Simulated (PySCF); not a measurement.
# CH4BClO: NMR shifts at several levels of theory

How much do the NMR shifts of CH4BClO (`CB(O)Cl`) depend on the level of theory, and what does each level cost?

The runs use PySCF 2.14.0, with density-fitted response routines of our own; the level of theory stands in each step. All values are computed, except where a source is named. Atoms are numbered from 0 throughout.

**1. The molecule as given**

8 atoms, charge 0, multiplicity 1; geometry from: PBE0-D3(BJ)/def2-SVP.

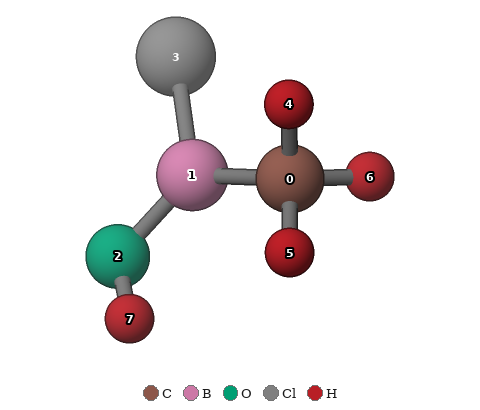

The starting geometry (carbon brown, boron pink, oxygen teal, chlorine grey, hydrogen red), atoms numbered.

**2. NMR shieldings: HF/pcSseg-2**

What the job is given:

```
{"job": {"kind": "nmr", "xc": "HF", "basis": "pcSseg-2", "pop": false}, "charge": 0, "multiplicity": 1}
C     -0.509039     0.383256     0.821417
B      0.949240     0.962109     0.832593
O      2.065200     0.257046     0.565215
Cl     1.207372     2.669932     1.237504
H     -1.162702     0.998086     0.183205
H     -0.573734    -0.662644     0.483608
H     -0.933729     0.441986     1.837272
H      1.877586    -0.661071     0.344244
```

With the program's defaults for keys left out, this is: GIAO HF/pcSseg-2 NMR shielding, non-relativistic, gas phase.

On the command line:

```console
$ OMP_NUM_THREADS=1 python probes_run.py task.json out
```

One launch serves the whole session: the jobs run in the order shown.

Output:

```text
final grid: 66864 points
cycle   1  E = -599.3530753373  dE =  5.331e-01  |g| = 5.407e-01  |ddm| = 1.735e+00
cycle   2  E = -599.4109359924  dE = -5.786e-02  |g| = 2.980e-01  |ddm| = 4.801e-01
cycle   3  E = -599.4265817308  dE = -1.565e-02  |g| = 5.490e-02  |ddm| = 1.575e-01
cycle   4  E = -599.4275889977  dE = -1.007e-03  |g| = 1.391e-02  |ddm| = 5.870e-02
cycle   5  E = -599.4276584627  dE = -6.946e-05  |g| = 4.181e-03  |ddm| = 1.696e-02
cycle   6  E = -599.4276665551  dE = -8.092e-06  |g| = 1.269e-03  |ddm| = 6.272e-03
cycle   7  E = -599.4276676236  dE = -1.068e-06  |g| = 3.415e-04  |ddm| = 2.656e-03
cycle   8  E = -599.4276677095  dE = -8.584e-08  |g| = 1.000e-04  |ddm| = 7.436e-04
cycle   9  E = -599.4276677157  dE = -6.292e-09  |g| = 2.644e-05  |ddm| = 1.870e-04
cycle  10  E = -599.4276677163  dE = -5.073e-10  |g| = 6.239e-06  |ddm| = 5.338e-05
converged SCF energy = -599.4276677163

GIAO shielding tensors (ppm)
atom      isotropic    diamagn.    paramagn.     s11        s22        s33       span
  0 C      183.918     243.682     -59.764    174.282    175.954    201.518     27.236
  1 B       69.013     192.050    -123.037     38.264     74.203     94.572     56.308
  2 O      181.976     385.524    -203.549     50.181    223.053    272.692    222.511
  3 Cl     868.130    1146.643    -278.513    653.840    930.955   1019.596    365.756
  4 H       30.740      30.312       0.429     26.447     29.553     36.221      9.774
  5 H       31.522      32.671      -1.149     27.096     29.287     38.183     11.087
  6 H       30.779      28.687       2.092     26.761     29.255     36.321      9.560
  7 H       26.881      32.684      -5.803     20.414     23.862     36.368     15.954
```

Run time: 8.7 s. Hardware: 1 thread of Arm Neoverse V2, shared host; peak memory 0.83 GiB.

The references, computed at this level on geometries of the same kind, shield at (ppm): 1H TMS 31.68, 13C TMS 191.5, 17O H2O 326.3, 11B BF3·OEt2 114.5, 35Cl HCl 945. Their shielding less the atom's gives the shift. The references are single molecules in the gas phase, so shifts against H2O, NH3, PH3, H3PO4 or CFCl3 are not on the usual liquid scales and can be off by tens of ppm. Atoms listed in one row are averaged.

```
     atoms                              environment  σ (ppm)  δ (ppm)
        C0                methyl carbon bonded to B    183.9      7.6
        H7        hydrogen on an oxygen bonded to B    26.88     4.80
H4, H5, H6  hydrogen on a methyl carbon bonded to B    31.01     0.67
        B1                 boron bonded to C, Cl, O     69.0     45.5
        O2                    oxygen bonded to B, H    182.0    144.4
       Cl3                     chlorine bonded to B      868       77
```

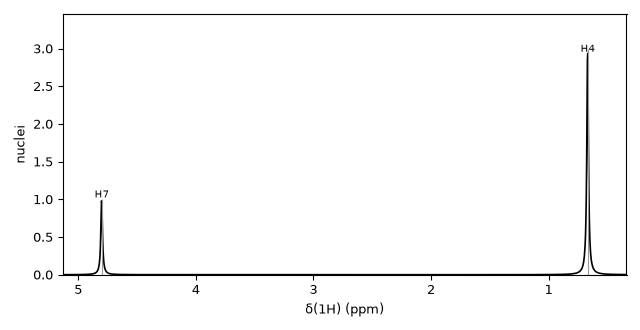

1H lines at the computed shifts, without couplings. Lines are broadened to a width of 0.02 ppm (Lorentzian).

**3. Shielding tensors: LDA/pcSseg-2**

Settings changed since step 2:

```diff
@@ -1,2 +1,2 @@
-{"job": {"kind": "nmr", "xc": "HF", "basis": "pcSseg-2", "pop": false}, "charge": 0, "multiplicity": 1}
+{"job": {"kind": "nmr", "xc": "LDA", "basis": "pcSseg-2", "pop": false}, "charge": 0, "multiplicity": 1}
 C     -0.509039     0.383256     0.821417
```

Method: GIAO LDA/pcSseg-2 NMR shielding, non-relativistic, gas phase.

Output:

```text
coarse grid: 7368 points
cycle   1  E = -598.1682695604  dE =  3.092e-01  |g| = 8.501e-01  |ddm| = 1.946e+00
cycle   2  E = -597.7084922945  dE =  4.598e-01  |g| = 1.721e+00  |ddm| = 1.437e+00
cycle   3  E = -598.2900620210  dE = -5.816e-01  |g| = 2.911e-01  |ddm| = 1.118e+00
cycle   4  E = -598.3086297163  dE = -1.857e-02  |g| = 6.889e-02  |ddm| = 2.096e-01
cycle   5  E = -598.3095767230  dE = -9.470e-04  |g| = 2.000e-02  |ddm| = 4.507e-02
cycle   6  E = -598.3096748814  dE = -9.816e-05  |g| = 7.577e-03  |ddm| = 2.208e-02
cycle   7  E = -598.3096847321  dE = -9.851e-06  |g| = 1.929e-03  |ddm| = 5.699e-03
final grid: 66864 points
cycle   8  E = -598.3019496111  dE = -8.426e-05  |g| = 6.022e-03  |ddm| = 3.089e-02
cycle   9  E = -598.3019377137  dE =  1.190e-05  |g| = 9.699e-03  |ddm| = 7.987e-03
cycle  10  E = -598.3019561180  dE = -1.840e-05  |g| = 1.546e-03  |ddm| = 5.155e-03
cycle  11  E = -598.3019565156  dE = -3.976e-07  |g| = 5.258e-04  |ddm| = 9.863e-04
cycle  12  E = -598.3019565762  dE = -6.065e-08  |g| = 4.178e-05  |ddm| = 3.106e-04
cycle  13  E = -598.3019565765  dE = -3.123e-10  |g| = 2.214e-05  |ddm| = 5.283e-05
converged SCF energy = -598.3019565765

GIAO shielding tensors (ppm)
atom      isotropic    diamagn.    paramagn.     s11        s22        s33       span
  0 C      173.205     249.004     -75.798    160.555    163.046    196.014     35.459
  1 B       43.964     192.491    -148.527     10.728     44.559     76.606     65.878
  2 O      126.915     386.068    -259.153    -37.373    172.932    245.185    282.557
  3 Cl     751.668    1146.763    -395.095    480.451    861.467    913.086    432.635
  4 H       29.810      30.267      -0.456     25.839     28.871     34.721      8.883
  5 H       30.647      32.186      -1.539     26.634     28.558     36.749     10.114
  6 H       29.848      29.158       0.691     26.143     28.551     34.852      8.709
  7 H       25.351      32.424      -7.073     20.869     23.119     32.064     11.195
```

It took 14 s on 1 thread of Arm Neoverse V2, shared host; peak memory 0.87 GiB.

This run: δ C0 7.1, B1 47.0, O2 207.5, Cl3 191, H7 5.42, H4 0.67 ppm (means over like atoms).

**4. Nuclear shieldings: PBE/pcSseg-2**

Settings changed since step 3:

```diff
@@ -1,2 +1,2 @@
-{"job": {"kind": "nmr", "xc": "LDA", "basis": "pcSseg-2", "pop": false}, "charge": 0, "multiplicity": 1}
+{"job": {"kind": "nmr", "xc": "PBE", "basis": "pcSseg-2", "pop": false}, "charge": 0, "multiplicity": 1}
 C     -0.509039     0.383256     0.821417
```

With the program's defaults for keys left out, this is: GIAO PBE/pcSseg-2 NMR shielding, non-relativistic, gas phase.

Output:

```text
coarse grid: 7368 points
cycle   1  E = -600.4744106506  dE =  3.153e-01  |g| = 8.276e-01  |ddm| = 1.843e+00
cycle   2  E = -600.0510106048  dE =  4.234e-01  |g| = 1.655e+00  |ddm| = 1.449e+00
cycle   3  E = -600.5916320563  dE = -5.406e-01  |g| = 2.721e-01  |ddm| = 1.123e+00
cycle   4  E = -600.6081563173  dE = -1.652e-02  |g| = 6.235e-02  |ddm| = 2.026e-01
cycle   5  E = -600.6089431795  dE = -7.869e-04  |g| = 1.904e-02  |ddm| = 4.239e-02
cycle   6  E = -600.6090342234  dE = -9.104e-05  |g| = 6.311e-03  |ddm| = 2.045e-02
cycle   7  E = -600.6090412538  dE = -7.030e-06  |g| = 1.774e-03  |ddm| = 4.913e-03
final grid: 66864 points
cycle   8  E = -600.6133123017  dE = -1.101e-04  |g| = 1.096e-02  |ddm| = 3.521e-02
cycle   9  E = -600.6132579038  dE =  5.440e-05  |g| = 1.925e-02  |ddm| = 1.554e-02
cycle  10  E = -600.6133339552  dE = -7.605e-05  |g| = 3.315e-03  |ddm| = 1.048e-02
cycle  11  E = -600.6133356860  dE = -1.731e-06  |g| = 8.515e-04  |ddm| = 1.826e-03
cycle  12  E = -600.6133358392  dE = -1.533e-07  |g| = 1.171e-04  |ddm| = 4.787e-04
cycle  13  E = -600.6133358420  dE = -2.764e-09  |g| = 4.531e-05  |ddm| = 1.433e-04
cycle  14  E = -600.6133358425  dE = -4.875e-10  |g| = 1.558e-05  |ddm| = 4.719e-05
converged SCF energy = -600.6133358425

GIAO shielding tensors (ppm)
atom      isotropic    diamagn.    paramagn.     s11        s22        s33       span
  0 C      171.877     247.724     -75.847    160.457    161.882    193.292     32.835
  1 B       47.465     192.472    -145.006     16.336     48.034     78.026     61.690
  2 O      132.684     385.961    -253.277    -24.474    179.283    243.243    267.717
  3 Cl     776.494    1146.841    -370.346    522.771    873.479    933.232    410.461
  4 H       30.225      30.574      -0.349     26.360     29.377     34.938      8.578
  5 H       31.045      32.645      -1.600     27.154     29.032     36.951      9.797
  6 H       30.256      29.205       1.051     26.661     29.061     35.046      8.385
  7 H       25.997      33.059      -7.062     21.571     23.710     32.710     11.139
```

Run time: 20 s. Hardware: 1 thread of Arm Neoverse V2, shared host; peak memory 0.8 GiB.

Key values: δ C0 7.5, B1 45.2, O2 195.2, Cl3 157, H7 5.18, H4 0.67 ppm (means over like atoms).

**5. NMR shieldings: BLYP/pcSseg-2**

Settings changed since step 4:

```diff
@@ -1,2 +1,2 @@
-{"job": {"kind": "nmr", "xc": "PBE", "basis": "pcSseg-2", "pop": false}, "charge": 0, "multiplicity": 1}
+{"job": {"kind": "nmr", "xc": "BLYP", "basis": "pcSseg-2", "pop": false}, "charge": 0, "multiplicity": 1}
 C     -0.509039     0.383256     0.821417
```

Method: GIAO BLYP/pcSseg-2 NMR shielding, non-relativistic, gas phase.

Output:

```text
coarse grid: 7368 points
cycle   1  E = -600.7721825964  dE =  3.271e-01  |g| = 8.962e-01  |ddm| = 1.824e+00
cycle   2  E = -600.2373292828  dE =  5.349e-01  |g| = 1.835e+00  |ddm| = 1.628e+00
cycle   3  E = -600.9054390869  dE = -6.681e-01  |g| = 3.009e-01  |ddm| = 1.295e+00
cycle   4  E = -600.9251830600  dE = -1.974e-02  |g| = 7.710e-02  |ddm| = 2.295e-01
cycle   5  E = -600.9264355873  dE = -1.253e-03  |g| = 2.006e-02  |ddm| = 5.063e-02
cycle   6  E = -600.9265353574  dE = -9.977e-05  |g| = 7.414e-03  |ddm| = 2.233e-02
cycle   7  E = -600.9265453983  dE = -1.004e-05  |g| = 1.794e-03  |ddm| = 5.580e-03
cycle   8  E = -600.9265460674  dE = -6.691e-07  |g| = 6.752e-04  |ddm| = 1.961e-03
final grid: 66864 points
cycle   9  E = -600.9302517581  dE = -9.829e-05  |g| = 7.990e-03  |ddm| = 3.415e-02
cycle  10  E = -600.9302253718  dE =  2.639e-05  |g| = 1.303e-02  |ddm| = 1.307e-02
cycle  11  E = -600.9302665070  dE = -4.114e-05  |g| = 1.073e-03  |ddm| = 8.771e-03
cycle  12  E = -600.9302666492  dE = -1.422e-07  |g| = 7.633e-04  |ddm| = 1.216e-03
cycle  13  E = -600.9302667619  dE = -1.127e-07  |g| = 1.612e-04  |ddm| = 4.195e-04
cycle  14  E = -600.9302667670  dE = -5.140e-09  |g| = 4.622e-05  |ddm| = 1.385e-04
cycle  15  E = -600.9302667675  dE = -4.592e-10  |g| = 1.063e-05  |ddm| = 3.496e-05
converged SCF energy = -600.9302667675

GIAO shielding tensors (ppm)
atom      isotropic    diamagn.    paramagn.     s11        s22        s33       span
  0 C      167.712     245.448     -77.736    155.709    158.031    189.395     33.686
  1 B       44.634     190.929    -146.295     13.871     44.869     75.162     61.291
  2 O      133.390     385.684    -252.294    -18.718    180.353    238.536    257.254
  3 Cl     772.828    1147.301    -374.472    518.552    864.239    935.694    417.142
  4 H       30.408      30.674      -0.266     26.672     29.685     34.867      8.195
  5 H       31.248      32.564      -1.316     27.488     29.323     36.933      9.446
  6 H       30.435      29.586       0.849     26.974     29.371     34.962      7.988
  7 H       26.298      33.061      -6.762     21.860     23.974     33.061     11.200
```

Wall time 19 s (1 thread of Arm Neoverse V2, shared host); peak memory 0.85 GiB.

Key values: δ C0 7.3, B1 46.5, O2 191.8, Cl3 147, H7 5.08, H4 0.68 ppm (means over like atoms).

**6. Shielding tensors: BP86/pcSseg-2**

Settings changed since step 5:

```diff
@@ -1,2 +1,2 @@
-{"job": {"kind": "nmr", "xc": "BLYP", "basis": "pcSseg-2", "pop": false}, "charge": 0, "multiplicity": 1}
+{"job": {"kind": "nmr", "xc": "BP86", "basis": "pcSseg-2", "pop": false}, "charge": 0, "multiplicity": 1}
 C     -0.509039     0.383256     0.821417
```

Method: GIAO BP86/pcSseg-2 NMR shielding, non-relativistic, gas phase.

Output:

```text
coarse grid: 7368 points
cycle   1  E = -600.8811890460  dE =  3.183e-01  |g| = 8.370e-01  |ddm| = 1.838e+00
cycle   2  E = -600.4609092748  dE =  4.203e-01  |g| = 1.660e+00  |ddm| = 1.374e+00
cycle   3  E = -600.9999388636  dE = -5.390e-01  |g| = 2.734e-01  |ddm| = 1.055e+00
cycle   4  E = -601.0166829503  dE = -1.674e-02  |g| = 6.090e-02  |ddm| = 2.002e-01
cycle   5  E = -601.0174326803  dE = -7.497e-04  |g| = 1.841e-02  |ddm| = 4.090e-02
cycle   6  E = -601.0175155747  dE = -8.289e-05  |g| = 6.212e-03  |ddm| = 1.908e-02
cycle   7  E = -601.0175223949  dE = -6.820e-06  |g| = 1.697e-03  |ddm| = 4.677e-03
final grid: 66864 points
cycle   8  E = -601.0204778375  dE = -1.029e-04  |g| = 7.524e-03  |ddm| = 3.292e-02
cycle   9  E = -601.0204638234  dE =  1.401e-05  |g| = 1.020e-02  |ddm| = 9.925e-03
cycle  10  E = -601.0204848368  dE = -2.101e-05  |g| = 2.856e-03  |ddm| = 6.927e-03
cycle  11  E = -601.0204861160  dE = -1.279e-06  |g| = 8.619e-04  |ddm| = 1.472e-03
cycle  12  E = -601.0204862657  dE = -1.496e-07  |g| = 8.085e-05  |ddm| = 4.706e-04
cycle  13  E = -601.0204862670  dE = -1.357e-09  |g| = 3.101e-05  |ddm| = 9.270e-05
cycle  14  E = -601.0204862673  dE = -2.383e-10  |g| = 4.867e-06  |ddm| = 2.823e-05
converged SCF energy = -601.0204862673

GIAO shielding tensors (ppm)
atom      isotropic    diamagn.    paramagn.     s11        s22        s33       span
  0 C      171.553     247.778     -76.225    160.310    161.740    192.609     32.299
  1 B       48.302     192.718    -144.415     17.702     49.072     78.133     60.431
  2 O      134.083     385.031    -250.947    -21.203    179.565    243.888    265.092
  3 Cl     776.869    1146.966    -370.097    523.975    873.132    933.500    409.525
  4 H       30.286      30.648      -0.362     26.438     29.459     34.961      8.523
  5 H       31.099      32.730      -1.631     27.220     29.101     36.976      9.756
  6 H       30.318      29.310       1.008     26.740     29.144     35.070      8.330
  7 H       26.094      32.754      -6.659     21.623     23.790     32.869     11.246
```

Wall time 19 s (1 thread of Arm Neoverse V2, shared host); peak memory 0.8 GiB.

This run: δ C0 7.6, B1 45.0, O2 192.0, Cl3 153, H7 5.14, H4 0.67 ppm (means over like atoms).

**7. NMR shieldings: OPBE/pcSseg-2**

Settings changed since step 6:

```diff
@@ -1,2 +1,2 @@
-{"job": {"kind": "nmr", "xc": "BP86", "basis": "pcSseg-2", "pop": false}, "charge": 0, "multiplicity": 1}
+{"job": {"kind": "nmr", "xc": "OPBE", "basis": "pcSseg-2", "pop": false}, "charge": 0, "multiplicity": 1}
 C     -0.509039     0.383256     0.821417
```

Level: GIAO OPBE/pcSseg-2 NMR shielding, non-relativistic, gas phase.

Output:

```text
coarse grid: 7368 points
cycle   1  E = -600.7648901835  dE =  2.958e-01  |g| = 7.586e-01  |ddm| = 1.856e+00
cycle   2  E = -600.4640451544  dE =  3.008e-01  |g| = 1.426e+00  |ddm| = 1.371e+00
cycle   3  E = -600.8698248382  dE = -4.058e-01  |g| = 2.275e-01  |ddm| = 1.020e+00
cycle   4  E = -600.8818964517  dE = -1.207e-02  |g| = 4.663e-02  |ddm| = 1.808e-01
cycle   5  E = -600.8823104927  dE = -4.140e-04  |g| = 1.624e-02  |ddm| = 3.344e-02
cycle   6  E = -600.8823746776  dE = -6.418e-05  |g| = 4.906e-03  |ddm| = 1.644e-02
cycle   7  E = -600.8823793299  dE = -4.652e-06  |g| = 1.569e-03  |ddm| = 4.099e-03
final grid: 66864 points
cycle   8  E = -600.8810432121  dE = -2.331e-04  |g| = 2.582e-02  |ddm| = 6.064e-02
cycle   9  E = -600.8808069069  dE =  2.363e-04  |g| = 4.189e-02  |ddm| = 3.634e-02
cycle  10  E = -600.8811299798  dE = -3.231e-04  |g| = 8.290e-03  |ddm| = 2.460e-02
cycle  11  E = -600.8811413932  dE = -1.141e-05  |g| = 1.131e-03  |ddm| = 4.732e-03
cycle  12  E = -600.8811417374  dE = -3.442e-07  |g| = 1.555e-04  |ddm| = 1.164e-03
cycle  13  E = -600.8811417419  dE = -4.489e-09  |g| = 9.117e-05  |ddm| = 1.944e-04
cycle  14  E = -600.8811417440  dE = -2.043e-09  |g| = 1.928e-05  |ddm| = 8.167e-05
cycle  15  E = -600.8811417441  dE = -9.345e-11  |g| = 4.718e-06  |ddm| = 1.810e-05
converged SCF energy = -600.8811417441

GIAO shielding tensors (ppm)
atom      isotropic    diamagn.    paramagn.     s11        s22        s33       span
  0 C      176.645     250.072     -73.427    166.093    167.545    196.296     30.203
  1 B       55.573     194.096    -138.523     26.523     57.190     83.007     56.484
  2 O      144.532     388.333    -243.800     -8.121    189.490    252.228    260.349
  3 Cl     800.703    1147.004    -346.300    560.416    895.407    946.286    385.869
  4 H       30.262      30.575      -0.312     26.291     29.294     35.201      8.910
  5 H       31.045      33.079      -2.034     27.069     28.974     37.092     10.023
  6 H       30.297      28.562       1.735     26.590     28.986     35.313      8.723
  7 H       26.020      33.828      -7.808     21.424     23.704     32.932     11.509
```

Run time: 22 s. Hardware: 1 thread of Arm Neoverse V2, shared host; peak memory 0.8 GiB.

This run: δ C0 7.8, B1 42.2, O2 184.7, Cl3 144, H7 5.18, H4 0.66 ppm (means over like atoms).

**8. Nuclear shieldings: KT2/pcSseg-2**

Settings changed since step 7:

```diff
@@ -1,2 +1,2 @@
-{"job": {"kind": "nmr", "xc": "OPBE", "basis": "pcSseg-2", "pop": false}, "charge": 0, "multiplicity": 1}
+{"job": {"kind": "nmr", "xc": "KT2", "basis": "pcSseg-2", "pop": false}, "charge": 0, "multiplicity": 1}
 C     -0.509039     0.383256     0.821417
```

With the program's defaults for keys left out, this is: GIAO KT2/pcSseg-2 NMR shielding, non-relativistic, gas phase.

Output:

```text
coarse grid: 7368 points
cycle   1  E = -606.4783631448  dE =  3.461e-01  |g| = 8.607e-01  |ddm| = 1.781e+00
cycle   2  E = -606.0405713594  dE =  4.378e-01  |g| = 1.670e+00  |ddm| = 1.473e+00
cycle   3  E = -606.6050427160  dE = -5.645e-01  |g| = 2.728e-01  |ddm| = 1.144e+00
cycle   4  E = -606.6222483942  dE = -1.721e-02  |g| = 5.856e-02  |ddm| = 2.217e-01
cycle   5  E = -606.6229885031  dE = -7.401e-04  |g| = 1.647e-02  |ddm| = 4.145e-02
cycle   6  E = -606.6230508488  dE = -6.235e-05  |g| = 5.131e-03  |ddm| = 1.587e-02
cycle   7  E = -606.6230566402  dE = -5.791e-06  |g| = 1.220e-03  |ddm| = 4.431e-03
final grid: 66864 points
cycle   8  E = -606.6343017490  dE = -2.933e-04  |g| = 1.940e-02  |ddm| = 8.354e-02
cycle   9  E = -606.6342407540  dE =  6.099e-05  |g| = 2.151e-02  |ddm| = 2.702e-02
cycle  10  E = -606.6343362674  dE = -9.551e-05  |g| = 5.325e-03  |ddm| = 2.180e-02
cycle  11  E = -606.6343442717  dE = -8.004e-06  |g| = 8.430e-04  |ddm| = 5.103e-03
cycle  12  E = -606.6343444283  dE = -1.566e-07  |g| = 1.885e-04  |ddm| = 7.895e-04
cycle  13  E = -606.6343444329  dE = -4.623e-09  |g| = 1.013e-04  |ddm| = 1.349e-04
cycle  14  E = -606.6343444349  dE = -2.021e-09  |g| = 1.765e-05  |ddm| = 6.687e-05
cycle  15  E = -606.6343444350  dE = -7.617e-11  |g| = 2.588e-06  |ddm| = 1.460e-05
converged SCF energy = -606.6343444350

GIAO shielding tensors (ppm)
atom      isotropic    diamagn.    paramagn.     s11        s22        s33       span
  0 C      175.025     247.618     -72.593    163.401    165.494    196.180     32.780
  1 B       55.754     193.716    -137.962     27.701     57.912     81.650     53.949
  2 O      137.599     382.898    -245.299    -13.881    186.553    240.125    254.005
  3 Cl     797.770    1148.303    -350.533    559.736    879.860    953.713    393.978
  4 H       30.259      30.775      -0.515     26.358     29.347     35.072      8.714
  5 H       31.072      32.949      -1.877     27.089     28.970     37.156     10.067
  6 H       30.282      29.189       1.093     26.660     29.032     35.154      8.493
  7 H       26.159      32.435      -6.277     21.639     23.645     33.191     11.552
```

Run time: 19 s. Hardware: 1 thread of Arm Neoverse V2, shared host; peak memory 0.84 GiB.

In short: δ C0 7.3, B1 42.5, O2 186.8, Cl3 145, H7 5.02, H4 0.64 ppm (means over like atoms).

(Part 1 of 2 ends here.)
